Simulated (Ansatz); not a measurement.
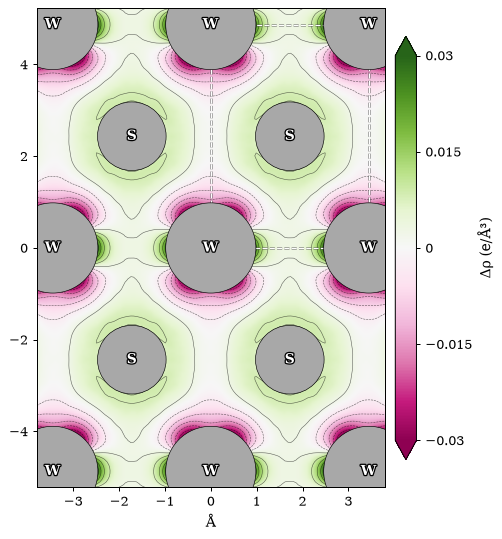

WS. Difference of the valence pseudo-densities of two functionals at the same geometry, on the (11̄0) plane of the calculation cell: r2SCAN50 less HSESOL.

Space group Pm-3m; a structure from a database of computed crystals, not necessarily the ambient phase; a generated structure, not necessarily the stable one.

Both computed with Ansatz (plane waves, PAW), on the same k-point mesh. Grey discs cover the atomic cores.

**What does the difference map show?**

Against HSESOL, r2SCAN50 gives less density around W (−0.006 e/Å³ on average at 1.1 Å from the nucleus) and more density around S (+0.008 e/Å³ on average at 0.9 Å from the nucleus).
